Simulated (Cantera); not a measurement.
A closed system holds: 1 mol Fe3O4, 1.3 mol H2, a varied amount of N2, held at 802 °C and 110000 Pa.

Cantera equilibrium calculation (NASA polynomials, part measured and part estimated; ideal gas, pure solids and liquids). Candidate condensed phases: Fe, FeO, Fe(OH)2, Fe(OH)3, Fe2O3, Fe3O4, H2O; 27 gas species. The tables' stoichiometric FeO is somewhat more stable than real wüstite, so its field is too wide. FeO: taken at fixed stoichiometry. Equilibrium is a limit: real reactors are often held back by kinetics, nucleation or transport.

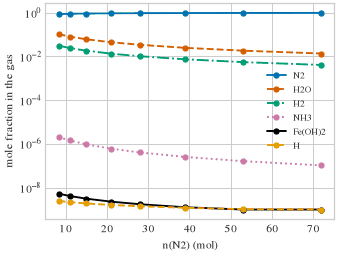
Fig. 1. Equilibrium gas composition (values under 1e-9 drawn at 1e-9)

From 8.3 mol N2 to 72 mol N2 the condensed part is FeO(s).
